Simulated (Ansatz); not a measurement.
Species, as SMILES: N#P (N-P).
Geometry (B3LYP-D3(BJ)/def2-TZVP, fixed):
```
N
P 1 1.4828
```

Basis-set convergence of the dipole moment at HF with Ansatz (a quantum-chemistry and plane-wave program). Dipoles come from the density behind the forces; the sign is taken along the dipole that this method gives in the largest set. Cartesian d functions, on some or all atoms, in 6-31G**, 6-31+G*; all else is spherical. The program fits the integrals of some runs and decomposes those of others, by size. A restricted Hartree-Fock determinant is unstable towards unrestricted orbitals. No added dispersion term, no relativity. Reference: the value in aug-pcseg-3, 3.288 D, itself unsure by roughly 0.014 D (its mean distance from aug-cc-pV(Q+d)Z, def2-QZVPPD). Deviations are taken from unrounded values.

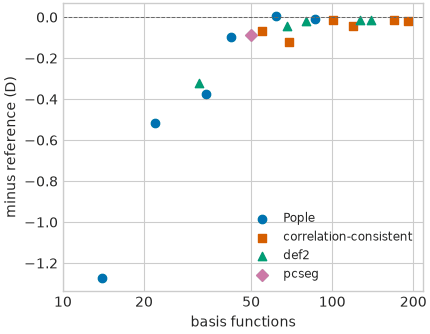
Deviation from the reference against the number of basis functions, by family of sets.

| basis | functions | dipole moment (D) | minus reference (D) |
|---|---|---|---|
| STO-3G | 14 | 2.015 | -1.273 |
| 6-31G | 22 | 2.770 | -0.518 |
| def2-SVP | 32 | 2.965 | -0.324 |
| 6-31G** | 34 | 2.914 | -0.374 |
| 6-31+G* | 42 | 3.191 | -0.097 |
| aug-pcseg-1 | 50 | 3.201 | -0.087 |
| aug-cc-pV(D+d)Z | 55 | 3.223 | -0.066 |
| 6-311++G(2d,2p) | 62 | 3.292 | 0.004 |
| def2-TZVP | 68 | 3.245 | -0.043 |
| cc-pV(T+d)Z | 69 | 3.167 | -0.121 |
| def2-TZVPD | 80 | 3.268 | -0.020 |
| 6-311++G(3df,3pd) | 86 | 3.280 | -0.008 |
| aug-cc-pV(T+d)Z | 101 | 3.272 | -0.016 |
| cc-pV(Q+d)Z | 119 | 3.243 | -0.045 |
| def2-QZVPP | 127 | 3.272 | -0.016 |
| def2-QZVPPD | 139 | 3.273 | -0.015 |
| aug-cc-pV(Q+d)Z | 169 | 3.275 | -0.013 |
| cc-pV(5+d)Z | 191 | 3.272 | -0.017 |
